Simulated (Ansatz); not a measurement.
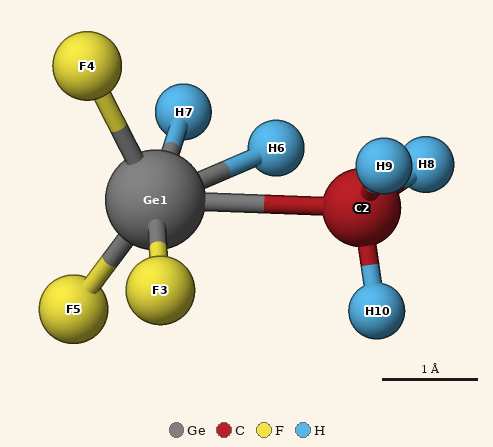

*The input geometry (ball-and-stick view, seen at a tilt; atoms are numbered from 1 in the order of the input). Sticks mark near contacts.*

Bond lengths as drawn: C–Ge 2.17 Å, C–H 1.10 to 1.11 Å, F–Ge 1.73 to 1.75 Å and Ge–H 1.68 to 1.75 Å.

# Phonon calculation of CH5F3Ge

System: CH5F3Ge.
Method: RKS B3LYP/def2-SVP (Ansatz 0.2.0).

It belongs to a series of runs on one base structure; here: vibrations at the highest image of the band. Figures and captions count atoms from 1; the log counts them from 0 in places.

The input:
```yaml
crystal:
  periodic: [false, false, false]
  atoms:
    - { symbol: Ge, position_ang: [-0.643989, 0.565221, 0.487795] }
    - { symbol: C, position_ang: [0.626811, -0.646691, -0.79009] }
    - { symbol: F, position_ang: [-1.690372, 0.818079, -0.885861] }
    - { symbol: F, position_ang: [-1.794418, -0.270682, 1.472571] }
    - { symbol: F, position_ang: [-0.200109, 2.221989, 0.712744] }
    - { symbol: H, position_ang: [0.778316, -0.318199, 0.581958] }
    - { symbol: H, position_ang: [0.594129, 0.124654, 1.643164] }
    - { symbol: H, position_ang: [1.565795, -1.167577, -0.511278] }
    - { symbol: H, position_ang: [-0.09605, -1.403538, -1.126642] }
    - { symbol: H, position_ang: [0.859988, 0.076643, -1.58446] }
basis:
  gaussian: { orbitals: def2-SVP }
hamiltonian:
  xc: b3lyp
phonons: {}
```

Machine: 2 threads of Intel Xeon (Sapphire Rapids), 16 GiB of memory available, shared host.

Run as:
```bash
ansatz run input.yaml --threads 2 --pin off --max-ram 3072MiB --backend cpu --events-out ev --progress --plain --runs-dir out
```

Log:
```
Engine: ansatz 0.2.0, x86_64-unknown-linux-gnu
Functional definition: B3LYP
  parameter a0 = 0.2
  parameter ax = 0.72
  parameter ac = 0.81
  exchange = (1 - a0 - ax)*slater_x + ax*b88_x + a0*exact_x
  correlation = (1 - ac)*vwn_rpa_c + ac*lyp_c
1192 factors; integrals over basis functions are off by at most 4.2e-4 eV
mean field evaluation 1: about -65765.1538 eV, gradient 6.9e1 eV
mean field evaluation 2: about -65753.6685 eV, gradient 1.1e2 eV
mean field evaluation 4: about -65773.6042 eV, gradient 4.3e0 eV
mean field evaluation 8: about -65773.6556 eV, gradient 7.0e-2 eV
mean field -65773.65562351 eV, -2417.1372611790 hartree, gradient 6.3e-5 eV, S^2 0.000000; 0 other end points of the search recorded, 0 dependent functions left out
the calculation of the forces begins
reference -65773.65585078 eV, -2417.1372695310 hartree; 35, 35 occupied and 78, 78 virtual orbitals, 1192 factors
these checks for a lower state are left out or cut short: stability, starts, cluster_reference, orbital_swaps, neighbouring_geometries, increment
1192 factors; integrals over basis functions are off by at most 4.2e-4 eV
mean field evaluation 16: about -65773.6453 eV, gradient 2.6e-1 eV
mean field -65773.65547704 eV, -2417.1372557963 hartree, gradient 1.0e-6 eV, S^2 0.000000; 0 other end points of the search recorded, 0 dependent functions left out
[... from here on the field's lines of each further geometry are left out, up to the last ...]
the calculation of the forces begins
reference -65773.65581226 eV, -2417.1372681155 hartree; 35, 35 occupied and 78, 78 virtual orbitals, 1192 factors
these checks for a lower state are left out or cut short: stability, starts, cluster_reference, orbital_swaps, neighbouring_geometries, increment
1192 factors; integrals over basis functions are off by at most 4.2e-4 eV
mean field -65773.65554298 eV, -2417.1372582195 hartree, gradient 2.5e-6 eV, S^2 0.000000; 0 other end points of the search recorded, 0 dependent functions left out
the calculation of the forces begins
reference -65773.65577027 eV, -2417.1372665724 hartree; 35, 35 occupied and 78, 78 virtual orbitals, 1192 factors
WARN: phonons: modes at or below zero, which the zero-point energy, F, S and C_V leave out: 1, the lowest at -1817.84 cm⁻¹. A minimum has none, and a first-order saddle one
Total energy: -65773.65585078 eV, -2417.1372695310 hartree
Atom 0 at    -0.643989     0.565221     0.487795 Å, force    -0.007947     0.008338     0.023048 eV/Å
Atom 1 at     0.626811    -0.646691    -0.790090 Å, force     0.009300     0.002320     0.000293 eV/Å
Atom 2 at    -1.690372     0.818079    -0.885861 Å, force    -0.002067    -0.001626    -0.003025 eV/Å
Atom 3 at    -1.794418    -0.270682     1.472571 Å, force    -0.013684    -0.004619    -0.003062 eV/Å
Atom 4 at    -0.200109     2.221989     0.712744 Å, force     0.002094     0.007535    -0.006172 eV/Å
Atom 5 at     0.778316    -0.318199     0.581958 Å, force    -0.003885    -0.010992    -0.021228 eV/Å
Atom 6 at     0.594129     0.124654     1.643164 Å, force     0.008319     0.000380    -0.004397 eV/Å
Atom 7 at     1.565795    -1.167577    -0.511278 Å, force     0.005753    -0.003912    -0.004792 eV/Å
Atom 8 at    -0.096050    -1.403538    -1.126642 Å, force    -0.000622     0.000601     0.010875 eV/Å
Atom 9 at     0.859988     0.076643    -1.584460 Å, force     0.002739     0.001976     0.008460 eV/Å
Dipole moment:     0.677518    -0.499580    -0.209918 e Å
Vibrations: -1817.84 89.02 131.88 185.99 272.50 276.65 306.62 479.62 522.88 685.13 699.19 700.71 746.72 774.50 1079.11 1209.75 1288.52 1393.01 1393.34 1648.84 1857.07 3003.87 3113.50 3180.88 cm⁻¹, zero-point energy 1.552240 eV
```

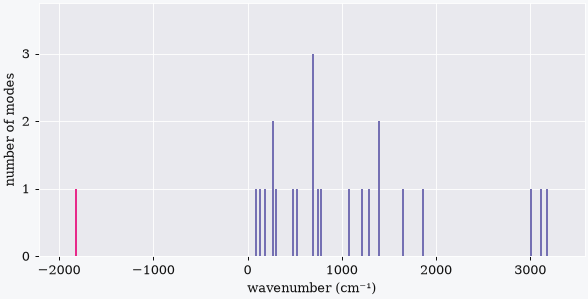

*Harmonic vibrational wavenumbers from the force constants; neighbouring modes closer than 23 cm⁻¹ are counted in one stick, and imaginary ones are drawn at negative wavenumbers.*

24 modes from 1818i to 3181 cm⁻¹, 1 imaginary beyond 8i (1818i cm⁻¹): a first-order saddle point, if the geometry is stationary.

Summary:

- outcome: converged
- total energy: −65773.6559 eV
- mean-field energy: −65773.6559 eV
- largest force (length of the vector): 0.026 eV/Å
- wall time: 1.8 min (CPU time 3.4 min)
- peak memory: 0.29 GiB
